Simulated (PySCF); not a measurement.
# FCI/STO-3G run of [SiH5]− (SMILES [H][Si-]([H])([H])([H])[H])

Aim: the energy change on altering one bond length of [SiH5]− at FCI/STO-3G, from 2 runs. 

The results are computed with PySCF 2.14.0.

9 further runs of the same task are left out: 9 set aside as unsound or not needed.

## (1) The system as given

[SiH5]−: 6 atoms, total charge -1, spin state singlet. As SMILES, `[H][Si-]([H])([H])([H])[H]`. The coordinates come from a GFN2-xTB relaxation.

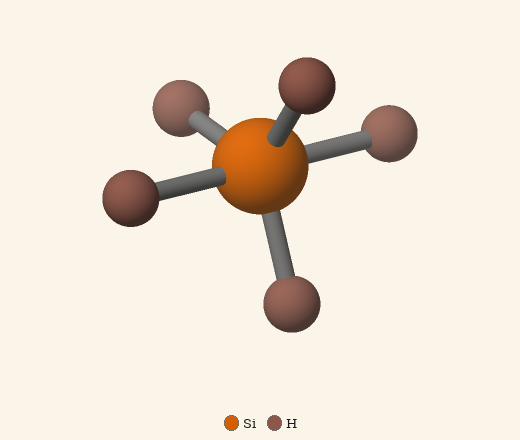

The structure, seen from a chosen angle (silicon orange, hydrogen brown).

## (2) A single-point energy at FCI/STO-3G

File mol.xyz:

```xyz
6
H5Si
Si    -0.000240     0.000230     0.001470
H     -0.019890    -0.007790     1.639910
H      0.021790     0.007860    -1.642440
H      1.490630     0.011850     0.019200
H     -0.757550     1.285100    -0.002620
H     -0.734730    -1.297250    -0.015520
```

File calc.py:

```python
# [SiH5]-
from pyscf import gto, scf, mcscf
from pyscf import fci

mol = gto.Mole()
mol.atom = 'mol.xyz'
mol.max_memory = 1860
mol.basis = 'sto-3g'
mol.charge = -1
mol.verbose = 3
mol.build()

hf = scf.RHF(mol)
hf.conv_tol = 1e-10
hf.kernel()
if not hf.converged:
    hf = hf.newton().run(hf.mo_coeff, hf.mo_occ)

cas = mcscf.CASCI(hf, hf.mo_coeff.shape[-1] - 5, (mol.nelec[0] - 5, mol.nelec[1] - 5))  # full CI above the frozen core
cas.fcisolver = fci.direct_spin0.FCI(mol)  # even spin states alone
cas.kernel()
print('<S^2> = %.4f' % cas.fcisolver.spin_square(cas.ci, cas.ncas, cas.nelecas)[0])
energy = cas.e_tot
print('Final energy', energy)
```

Command:

```bash
OMP_NUM_THREADS=1 python calc.py
```

Output:

```text
converged SCF energy = -288.202566137322
CASCI E = -288.278779500701  E(CI) = -15.3238365948224  S^2 = 0.0000000
<S^2> = 0.0000
Final energy -288.278779500701
```

It took 0.62 s on 1 thread of Arm Neoverse V2, shared host; peak memory 0.12 GiB.

## (3) The distorted shape, same level

File job.py:

```python
from pyscf import gto, scf, mcscf
from pyscf import fci

mol = gto.Mole()
mol.atom = '''
Si      -0.298389      -0.002094      -0.002076
H       -0.318039      -0.010114       1.636364
H       -0.276359       0.005536      -1.645986
H        1.490630       0.011850       0.019200
H       -1.055699       1.282776      -0.006166
H       -1.032879      -1.299574      -0.019066
'''
mol.max_memory = 1860
mol.basis = 'sto-3g'
mol.verbose = 4
mol.charge = -1
mol.spin = 0
mol.build()

mf = scf.RHF(mol)
mf.conv_tol = 1e-10
mf.kernel()
if not mf.converged:
    mf = mf.newton().run(mf.mo_coeff, mf.mo_occ)

cas = mcscf.CASCI(mf, mf.mo_coeff.shape[-1] - 5, (mol.nelec[0] - 5, mol.nelec[1] - 5))  # full CI above the frozen core
cas.fcisolver = fci.direct_spin0.FCI(mol)  # even spin states alone
cas.kernel()
print('<S^2> = %.4f' % cas.fcisolver.spin_square(cas.ci, cas.ncas, cas.nelecas)[0])
e_tot = cas.e_tot
print('E = %.10f Eh' % e_tot)
```

Command:

```bash
OMP_NUM_THREADS=1 python job.py
```

Output:

```text
PySCF version 2.14.0

[INPUT] num. atoms = 6
[INPUT] num. electrons = 20
[INPUT] charge = -1
[INPUT] spin (= nelec alpha-beta = 2S) = 0
[INPUT] symmetry False subgroup None
[INPUT] Mole.unit = angstrom
[INPUT] Symbol           X                Y                Z      unit          X                Y                Z       unit  Magmom
[INPUT]  1 Si    -0.298389000000  -0.002094000000  -0.002076000000 AA   -0.563873488583  -0.003957086505  -0.003923071435 Bohr   0.0
[INPUT]  2 H     -0.318039000000  -0.010114000000   1.636364000000 AA   -0.601006606931  -0.019112690024   3.092279800098 Bohr   0.0
[INPUT]  3 H     -0.276359000000   0.005536000000  -1.645986000000 AA   -0.522242822059   0.010461523826  -3.110462744868 Bohr   0.0
[INPUT]  4 H      1.490630000000   0.011850000000   0.019200000000 AA    2.816882453060   0.022393254576   0.036282741592 Bohr   0.0
[INPUT]  5 H     -1.055699000000   1.282776000000  -0.006166000000 AA   -1.994981979977   2.424095319165  -0.011652051284 Bohr   0.0
[INPUT]  6 H     -1.032879000000  -1.299574000000  -0.019066000000 AA   -1.951858429815  -2.455838938606  -0.036029518291 Bohr   0.0

nuclear repulsion = 25.2325593301935
number of shells = 10
number of NR pGTOs = 42
number of NR cGTOs = 14
basis = sto-3g
ecp = {}

******** <class 'pyscf.scf.hf.RHF'> ********
method = RHF
initial guess = minao
damping factor = 0
level_shift factor = 0
DIIS = <class 'pyscf.scf.diis.CDIIS'>
diis_start_cycle = 1
diis_space = 8
diis_damp = 0
SCF conv_tol = 1e-10
SCF conv_tol_grad = None
SCF max_cycles = 50
direct_scf = True
direct_scf_tol = 1e-13
Set gradient conv threshold to 1e-05
Initial guess from minao.
init E= -287.599671586865
  HOMO = -0.108222908439013  LUMO = 0.271038457200988  gap/eV = 10.32023
cycle= 1 E= -288.164616065863  delta_E= -0.565  |g|= 0.0934  |ddm|= 2.41
  HOMO = 0.0843953052166283  LUMO = 0.675956061160019  gap/eV = 16.09719
cycle= 2 E= -288.169419737281  delta_E= -0.0048  |g|= 0.0194  |ddm|= 0.212
  HOMO = 0.0787881929661465  LUMO = 0.673280442877512  gap/eV = 16.17696
cycle= 3 E= -288.169640241314  delta_E= -0.000221  |g|= 0.00218  |ddm|= 0.0473
  HOMO = 0.0794826211450561  LUMO = 0.674318168830224  gap/eV = 16.18630
cycle= 4 E= -288.169642491148  delta_E= -2.25e-06  |g|= 0.000284  |ddm|= 0.00415
  HOMO = 0.0795380408417475  LUMO = 0.674306270142003  gap/eV = 16.18447
cycle= 5 E= -288.169642545799  delta_E= -5.47e-08  |g|= 3.07e-05  |ddm|= 0.000721
  HOMO = 0.0795355980559875  LUMO = 0.6743057612082  gap/eV = 16.18452
cycle= 6 E= -288.16964254665  delta_E= -8.51e-10  |g|= 5.94e-06  |ddm|= 0.000101
  HOMO = 0.0795355168354371  LUMO = 0.67430556386963  gap/eV = 16.18452
cycle= 7 E= -288.169642546687  delta_E= -3.68e-11  |g|= 3.67e-07  |ddm|= 2.59e-05
  HOMO = 0.0795355097986369  LUMO = 0.674305593517762  gap/eV = 16.18452
Extra cycle  E= -288.169642546688  delta_E= -3.98e-13  |g|= 1.16e-07  |ddm|= 1.02e-06
converged SCF energy = -288.169642546688

******** <class 'pyscf.mcscf.casci.CASCI'> ********
CAS (5e+5e, 9o), ncore = 5, nvir = 0
natorb = False
canonicalization = True
sorting_mo_energy = False
******** <class 'pyscf.fci.direct_spin0.FCISolver'> ********
max. cycles = 100
conv_tol = 1e-10
davidson only = False
linear dependence = 1e-14
level shift = 0.001
max iter space = 12
nroots = 1
pspace_size = 400
spin = None
Density matrix diagonal elements [1.98603434 1.97565791 1.97825868 1.96154903 1.94613684 0.06611472
 0.0323142  0.02384329 0.03009098]
CASCI converged
CASCI E = -288.256529141444  E(CI) = -14.9861862542807  S^2 = 0.0000000
<S^2> = 0.0000
E = -288.2565291414 Eh
```

Run time: 0.62 s. Hardware: 1 thread of Arm Neoverse V2, shared host; peak memory 0.12 GiB.

## (4) Summary of results

At FCI/STO-3G, 5 core orbitals frozen:

| quantity | value |
| --- | --- |
| first shape: total energy | -288.27878 Eh |
| first shape: HOMO energy (Hartree–Fock orbitals) | 2.38 eV |
| first shape: LUMO energy (Hartree–Fock orbitals) | 21.53 eV |
| first shape: HOMO–LUMO gap (to an unbound level, set by the basis) | 19.15 eV |
| first shape: correlation energy (5 core orbitals frozen) | -76.2 mEh |
| distorted shape: total energy | -288.25653 Eh |
| distorted shape: HOMO energy (Hartree–Fock orbitals) | 2.16 eV |
| distorted shape: LUMO energy (Hartree–Fock orbitals) | 18.35 eV |
| distorted shape: HOMO–LUMO gap (to an unbound level, set by the basis) | 16.18 eV |
| distorted shape: correlation energy (5 core orbitals frozen) | -86.9 mEh |
| energy change with the Si1–H4 bond stretched from 1.491 to 1.789 Å | 0.605 eV |

What this shows: With the Si1–H4 bond stretched from 1.491 to 1.789 Å the energy rises by 0.61 eV (58.4 kJ/mol). The first shape isn't relaxed at this level, so the change isn't measured from a minimum. The minimal basis adds a large error of its own. The HOMO (first shape) lies at positive energy, 2.38 eV: the electron is unbound at this level or held by a compact basis; values depend on the basis. The HOMO (distorted shape) lies at positive energy, 2.16 eV: the electron is unbound at this level or held by a compact basis; values depend on the basis.
